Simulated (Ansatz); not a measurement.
## Electronic structure of AlClFH5Si in real space

Input file:

```
crystal:
  periodic: [false, false, false]
  atoms:
    - {symbol: Al, position_ang: [-1.544929, -0.262079, -0.772505]}
    - {symbol: F, position_ang: [-0.236446, 0.920678, -0.351568]}
    - {symbol: H, position_ang: [-1.380513, -0.700638, -2.276879]}
    - {symbol: H, position_ang: [-2.885500, 0.170122, -0.067839]}
    - {symbol: Si, position_ang: [1.232795, 0.278513, 0.608477]}
    - {symbol: Cl, position_ang: [-0.314110, -1.579613, 0.584236]}
    - {symbol: H, position_ang: [2.035698, 0.072208, -0.610308]}
    - {symbol: H, position_ang: [1.828541, -0.541295, 1.696053]}
    - {symbol: H, position_ang: [1.264464, 1.641903, 1.190433]}
basis:
  gaussian: {orbitals: def2-TZVPP}
hamiltonian: {xc: pbe0, dispersion: d4}
output: {orbitals: {seedname: orbitals}}
```

Command:

```sh
ansatz run in.yaml --threads 4 --pin off --events-out ev --progress --plain --max-ram 9574MiB
```

A transition-state structure; geometry: PBE0-D4/def2-TZVP.

The calculation used Ansatz 0.2.0, RKS PBE0-D4/def2-TZVPP.

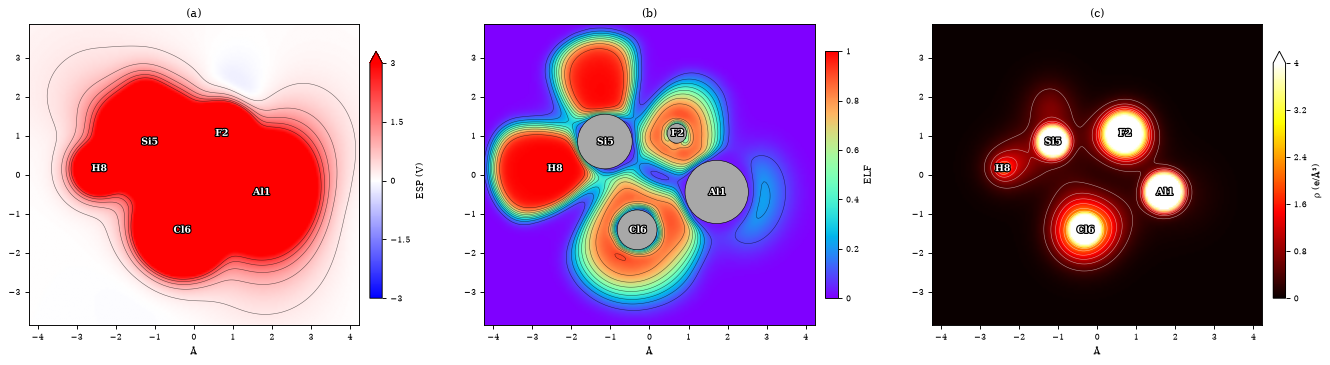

Figure 1. (a) molecular electrostatic potential; (b) electron localisation function; (c) electron density on the plane of atoms F2, Al1 and Cl6. Grey discs cover the atomic cores in the ELF map.

### What does the map show?

- The plane passes through Al, F, Si, Cl and H nuclei.
- Al–F (1.81 Å): ρ at the midpoint is about 0.58 e/Å³; the ELF peaks at about 0.85 in the valence shell of F, 0.6 Å from its nucleus, and is about 0.35 at the midpoint.
- Si–F (1.87 Å): the density is about 0.6 e/Å³ at the midpoint; the ELF peaks at about 0.85 in the valence shell of F, 0.5 Å from its nucleus, and is about 0.50 at the midpoint.
- Al–Cl (2.26 Å): the density is about 0.55 e/Å³ at the midpoint; the ELF peaks at about 0.90 in the valence shell of Cl, 0.9 Å from its nucleus, and is about 0.80 at the midpoint.
- Si–H (1.49 Å): the density is about 0.84 e/Å³ at the midpoint; the ELF climbs to about 1 towards the hydrogen, as it does in any bond to H.
- The ELF also peaks beside Cl6 and F2, away from the bonds: lone-pair regions.
- The potential has no marked negative region in this plane.

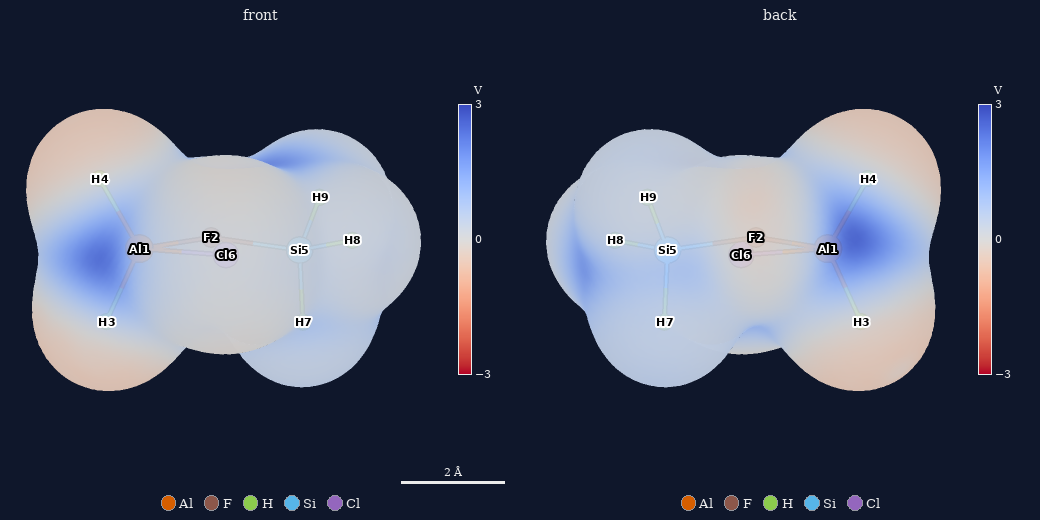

Figure 2. The electrostatic potential painted on the density surface at 0.002 e/bohr³, seen from the front and from behind; the colour scale runs from red (negative) to blue (positive).

### Describe the electrostatic potential map.

The most negative region (about −0.4 V) lies over H3 and H4, the most positive (about +2.3 V) over Al1.

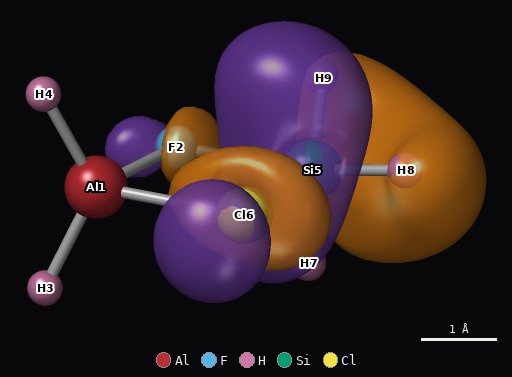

Figure 3. One frontier orbital at ±0.1 Å⁻³ᐟ² (orange and purple are the two phases), seen at a tilt.

### Which orbital is it: HOMO or LUMO?

The LUMO, at −1.24 eV. It lies mainly on Si5 (about 55 %), Cl6 (about 20 %), H8 (about 5 %), F2 (about 5 %) and H9 (about 5 %).
